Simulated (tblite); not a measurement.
# C4H18OSi5: the cost of one run

Computed with tblite 0.8.0 (tight binding) and PySCF 2.14.0 (DFT, with response routines of our own); each step states its level. Atoms count from 0 throughout.

## 1. The starting structure

28 atoms, charge 0, multiplicity 1; geometry from: MMFF94s geometry.

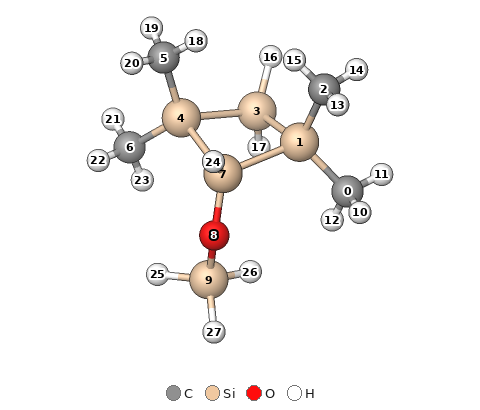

The starting geometry (carbon grey, silicon light orange, oxygen red, hydrogen white), atoms numbered.

## 2. GFN2-xTB relaxation, conformer 1

The job: settings as JSON, then the geometry in Å.

```
{"job": {"xc": "GFN2-xTB", "basis": "xTB", "kind": "relax"}, "charge": 0, "multiplicity": 1}
C      2.378000     1.928000    -0.185900
Si     1.579900     0.425800     0.472900
C      2.716000    -0.672900     1.442400
Si    -0.358900     0.849100     1.588100
Si    -1.316700    -0.904900     0.489700
C     -1.225200    -2.465200     1.438700
C     -2.978800    -0.503700    -0.164000
Si     0.366600    -0.737600    -1.041000
O      0.018100     0.096800    -2.412200
Si    -0.769500     1.423400    -3.016300
H      3.143600     1.686200    -0.918800
H      2.844000     2.511400     0.610100
H      1.648000     2.594300    -0.670800
H      3.545800    -1.019300     0.819900
H      3.134600    -0.133200     2.298300
H      2.195000    -1.555900     1.840100
H     -0.266600     0.640200     3.068900
H     -0.960800     2.137800     1.207300
H     -0.213900    -2.657700     1.829600
H     -1.890400    -2.441300     2.309100
H     -1.510700    -3.318400     0.832300
H     -3.731200    -0.536200     0.637800
H     -3.289100    -1.214500    -0.913800
H     -3.038800     0.484100    -0.606400
H      0.968600    -2.051300    -1.370000
H     -2.237500     1.185300    -2.988100
H     -0.450300     2.605000    -2.174900
H     -0.320600     1.672200    -4.408700
```

Run with:

```bash
$ OMP_NUM_THREADS=1 python ens_run.py task.json out
```

The driver reads the study from task.json and runs its stages one after another.

**Question.** How long does this first job take on 1 thread of AMD EPYC 9R45, shared host?

About 3.9 s.
